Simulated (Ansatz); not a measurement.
Input

```
crystal:
  periodic: [false, false, false]
  atoms:
    - { symbol: Ga, position_ang: [0.0, 0.0, 0.0] }
    - { symbol: Cl, position_ang: [1.5475, 0.0, 1.8865] }
    - { symbol: H, position_ang: [1.7697, 0.0, 0.0287] }
    - { symbol: O, position_ang: [-1.5501, 0.0, -0.895] }
    - { symbol: H, position_ang: [-2.0598, -0.8467, -0.6865] }
basis:
  gaussian: { orbitals: def2-mTZVP }
hamiltonian:
  xc: revpbe
  dispersion: d4
relax:
  f_tol: 0.15
  max_steps: 25
  restrain:
    - { distance: [1, 2], at: 1.37, k: 30.0 }
    - { distance: [0, 1], at: 3.44, k: 30.0 }
    - { distance: [0, 2], at: 2.77, k: 30.0 }
output:
  orbitals: {}
```

Launched as:

```sh
ansatz run input.yaml --threads 2 --pin off --max-ram 3072MiB --backend cpu --events-out ev --progress --plain --runs-dir out
```

The fields are those of the run's last geometry, not of the input's.

Not at a stationary point (largest force 0.8 eV/Å).

Computed with RKS revPBE-D4/def2-mTZVP in Ansatz.

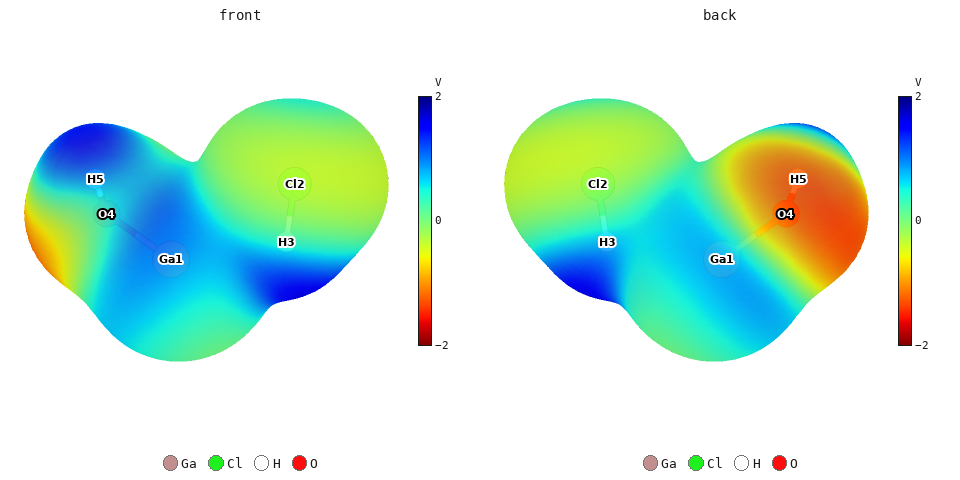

GaHO···HCl. The molecular electrostatic potential painted on the density surface at 0.001 e/bohr³, seen from the front and from behind; the colour scale runs from red (negative) to blue (positive).

> Which sites attract a positive test charge, and which a negative one?

A positive charge is drawn to the negative regions and a negative charge to the positive ones. The most negative region (about −1.4 V) lies over O4, the most positive (about +1.6 V) over H3. Cl2 shows a σ-hole: about +0.4 V at the tip opposite its bond, against about −0.2 V on its flanks. O4 is the likeliest acceptor of a hydrogen bond.
